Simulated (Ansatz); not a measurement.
**Cu, response to strain**

Start from Cu in the fcc (Cu type) structure (space group Fm-3m, No. 225; a = 3.564 Å; relaxed with 0.1 eV smearing). Axes: x, y, z lie along the cube axes.

Strains are applied to the cell and any free atomic positions relax; under biaxial strain the out-of-plane vector relaxes too.

The values are results of PBEsol (Ansatz, a program for electronic structure, PAW, no SOC), not measurements.

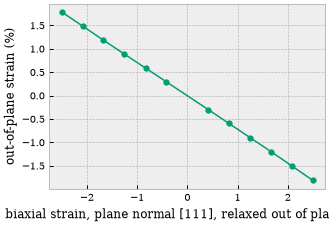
*Out-of-plane strain against biaxial strain, plane normal [111], relaxed out of plane*

Q: From the plot, what is the out-of-plane strain for biaxial strain −0.83 %, plane normal [111], relaxed out of plane?

A: About 0.6 %.

Q: Is the trend monotonic over the range shown?

A: Yes, it falls throughout, spanning -1.82 % to +1.79 %.

Stability against distortions was not tested. All final runs are without spin polarisation.
